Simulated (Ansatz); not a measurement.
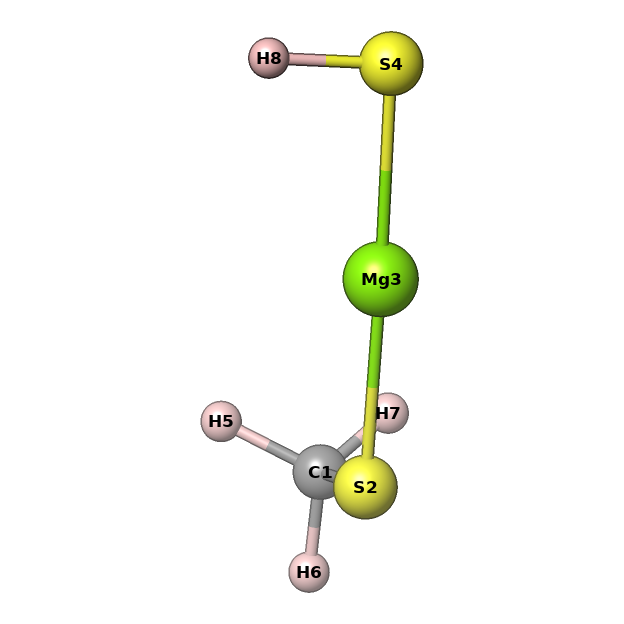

Source: calculation with Ansatz.

C1 lies behind S2. The molecule seen a little off the S2–C1 bond, S2 in front. Distant atoms are faded towards the background colour. Geometry: atoms displaced at random (about 0.04 Å) from a stationary point of PBE0-D4.

> What is the torsion angle Mg3–S2–C1–H5? The sign is positive where the front bond must turn clockwise to cover the back bond.

−62°, synclinal (gauche).
